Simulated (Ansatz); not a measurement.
# Profile along the Pb–F line in PbF2 (fluorite)

PbF2 (fluorite), conventional cell a = b = c = 5.921 Å, α = β = γ = 90.00°. The calculation uses the primitive cell of 3 atoms, to which meshes and values per cell refer.

Fields along a shortest Pb–F line of a {110} plane (2.56 Å), from Pb to F, interpolated on the slice's grid (step about 0.3 Å). These are r2SCAN (plane waves to 500 eV, PAW, scalar-relativistic; Ansatz, a program for electronic structure) values and carry that method's errors. k mesh 10×10×10. Near the nuclei the fields are pseudised (PAW); where an atom keeps semicore shells as valence, they peak there. PbF2 was relaxed with its symmetry unable to fall. Spin-orbit coupling is left out, though Pb is heavy.

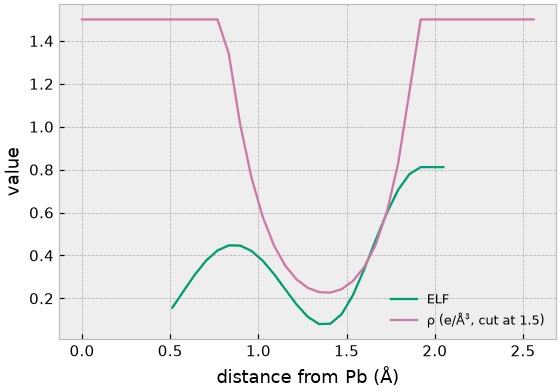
Figure: ELF (away from the nuclei) and valence density from Pb to F.

Density on the Pb–F line (2.56 Å) at its density minimum, 1.4 Å from Pb: 0.23 e/Å³. ELF at that point: 0.1. Character of the Pb–F contact (rough rule: ELF there above 0.7 covalent, below 0.2 ionic, polar between): closed-shell (ionic).
